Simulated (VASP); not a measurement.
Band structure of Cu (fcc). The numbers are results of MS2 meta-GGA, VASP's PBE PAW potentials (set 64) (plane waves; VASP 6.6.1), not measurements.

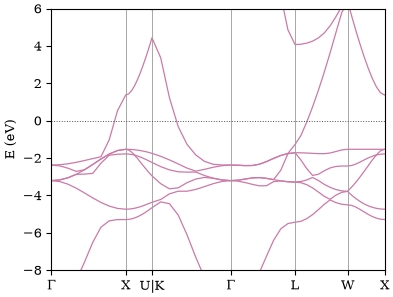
Figure: Bands along high-symmetry lines, zero at the valence-band maximum or, without a gap, the Fermi level

Task: Read the plot: is there a gap, and where are the band edges?

Result: It has no gap at this level: it comes out as a metal or semimetal.

The compound is Cu in the fcc structure. It was relaxed first, which changed the volume by -5 %.
